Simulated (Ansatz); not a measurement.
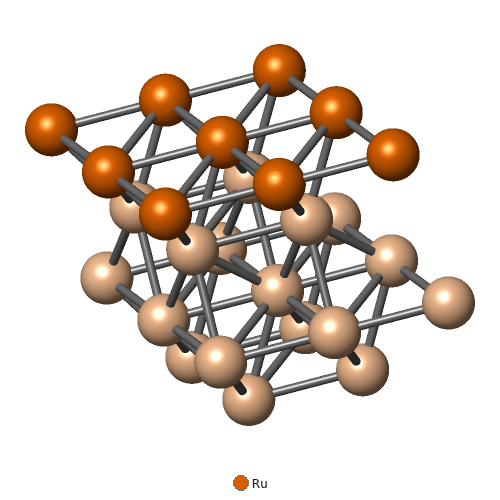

The system is N₂ on a Ru(001) slab cut from the P6_3/mmc phase, its upper half relaxed before the scan (16 atoms of substrate and one adsorbate in a 2 × 2 cell); the picture shows it without the atoms that are moved over the map. N2 is moved over the surface cell at a fixed height above a rigid substrate; the origin of the map has the adsorbate above Ru13; the height is held at 3.60 Å. Places are given modulo a cell vector. The map is drawn in real space over the plane of the surface. The scan uses a 6 × 6 grid; 10 points were computed and 26 follow by symmetry. Places are given in fractions of the 1 × 1 surface cell. Energies are in meV, from the lowest grid point. At a fixed height the lowest place need not be the adsorption site. These are results of DFT PBE+D3(BJ), scalar-relativistic, plane waves, PAW (Ansatz 0.2.0), not measurements. Settings: cutoff 420 eV, k-mesh 6×6×1, gaussian smearing 0.1 eV, no spin polarisation.

Range: position of N17 along the first surface vector from 0.000 to 0.833; position of N17 along the second surface vector from 0.000 to 0.833.

> Predict the map.

The lowest grid point is at the top site over a surface Ru atom, (0/6, 0/6) of the cell vectors. It is the only kind of minimum in the scanned range. The highest grid point, a threefold hollow over a second-layer Ru atom, (2/6, 4/6) of the cell vectors, lies 12.2 meV above the lowest. On the interpolated surface the easiest way out of the lowest well to its copy in the next cell or period passes a barrier of about 11 meV.

| second ↓, first → | 0/6 | 1/6 | 2/6 | 3/6 | 4/6 | 5/6 |
| --- | --- | --- | --- | --- | --- | --- |
| 5/6 | 2.7 | 6.8 | 10.9 | 10.9 | 6.8 | 2.7 |
| 4/6 | 8.1 | 10.9 | 12.2 | 10.9 | 8.1 | 6.7 |
| 3/6 | 10.8 | 10.9 | 10.9 | 10.8 | 10.7 | 10.7 |
| 2/6 | 8.1 | 6.8 | 8.1 | 10.7 | 12.0 | 10.7 |
| 1/6 | 2.7 | 2.7 | 6.7 | 10.7 | 10.7 | 6.7 |
| 0/6 | 0.0 | 2.7 | 8.1 | 10.8 | 8.1 | 2.7 |

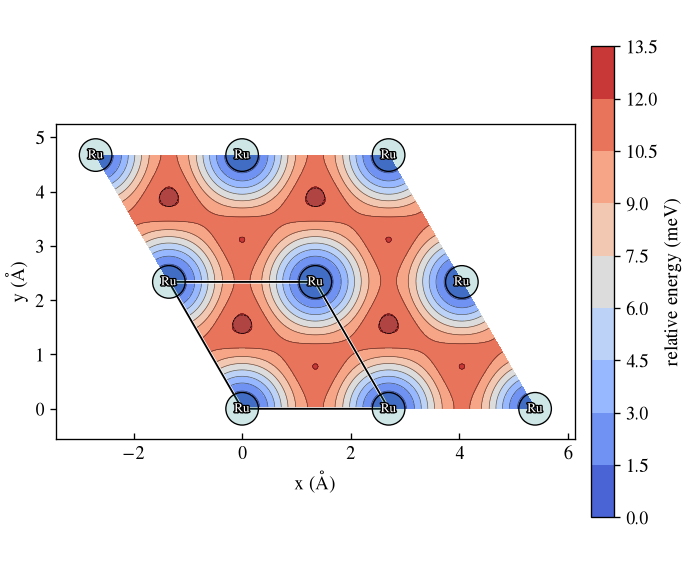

The picture shows filled contours, labelled circles for the atoms of the top layer and small ones for the second layer, the outline of one cell of the 2 × 2 shown. Between grid points the surface is interpolated.

Each point was launched as `ansatz run input.yaml --threads 4 --pin off --max-ram 12288MiB --backend cpu --events-out ev --progress --plain --runs-dir out`. The whole map (10 points run) took 8.5 min on 4 threads of Arm Neoverse V1, with other jobs on the host.
